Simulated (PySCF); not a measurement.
**Excited-state calculation, with input and output: AlNH4O2**

The run: excited-state calculation of AlNH4O2. Method and program: CIS/aug-cc-pVDZ, RHF (PySCF 2.14.0).

The geometry comes from this level: PBE0-D4/def2-TZVP.

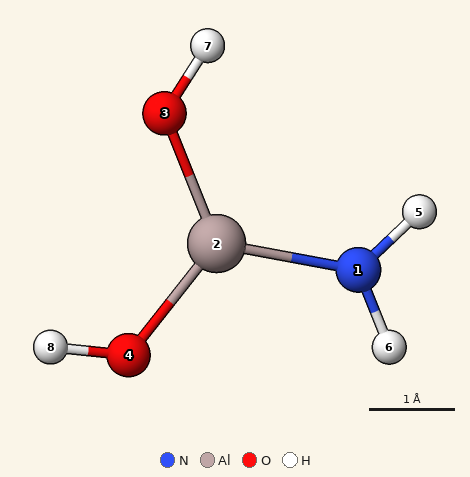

*The structure (ball-and-stick view, seen at a tilt; atoms are numbered from 1 in the order of the input). Sticks mark near contacts.*

Input (job.py)
```python
from pyscf import gto, scf, tdscf

mol = gto.Mole()
mol.atom = '''
N     -0.856802     2.590626     0.300466
Al     0.041385    -0.593941    -0.028724
O      2.965736    -1.523308    -0.946564
O     -2.154477    -2.827219     0.612649
H      0.250956     4.100706    -0.017008
H     -2.593838     3.140725     0.846030
H      4.321804    -0.404023    -1.346808
H     -1.800531    -4.591657     0.474699
'''
mol.unit = 'bohr'
mol.max_memory = 1860
mol.spin = 0
mol.basis = 'aug-cc-pvdz'
mol.verbose = 3
mol.build()

hf = scf.RHF(mol)
hf.conv_tol = 1e-10
hf.kernel()
if not hf.converged:
    hf = hf.newton().run(hf.mo_coeff, hf.mo_occ)

etot = hf.e_tot
print('E(%s) = %.9f' % ('CIS', etot))

td = tdscf.TDA(hf)
td.nstates = 3
td.kernel()
td.analyze()
roots = td.e * 27.211386
osc = td.oscillator_strength()
print('state   eV      nm      f')
for i, (w, f) in enumerate(zip(roots, osc), 1):
    print('%3d %9.4f %8.1f %9.5f' % (i, w, 1239.842 / w, f))
```

Machine: 1 thread of Arm Neoverse V1, 24 GiB of memory available, shared host.

Launched with:
```bash
OMP_NUM_THREADS=1 python job.py
```

What the program printed
```
converged SCF energy = -448.613051139635
E(CIS) = -448.613051140
Excitation energies (eV)
[6.72092614 8.175024   8.18969972]

** Singlet excitation energies and oscillator strengths **
state   eV      nm      f
  1    6.7209    184.5   0.07210
  2    8.1750    151.7   0.00260
  3    8.1897    151.4   0.00123
```

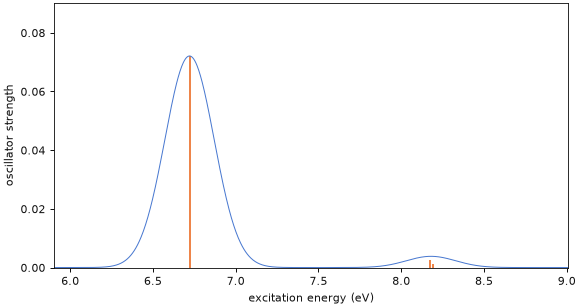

*Computed excitations as sticks (degenerate states added up, dark ones marked on the axis), with a Gaussian envelope of 0.35 eV full width at half maximum, scaled to the tallest.*

Of the 3 states the lowest lies at 6.72 eV (f = 0.072); the strongest line is at 6.72 eV, or 184 nm (f = 0.072).

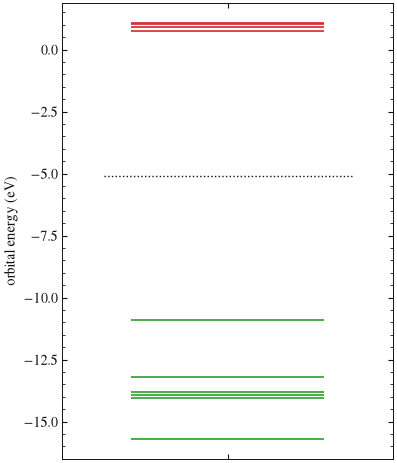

*Orbital energies near the frontier (SCF reference); the dotted line parts filled from empty levels, and levels within 0.02 eV of each other stand side by side.*

Highest filled −10.91 eV, lowest empty 0.73 eV, 11.64 eV apart.

Summary

```tsv
quantity	value
outcome	converged
total energy	−448.613051 hartree
basis functions	132
HOMO of the SCF reference	−10.91 eV
LUMO of the SCF reference	0.73 eV
lowest excitation	6.72 eV
wall time	44 s
peak memory	0.43 GiB
```
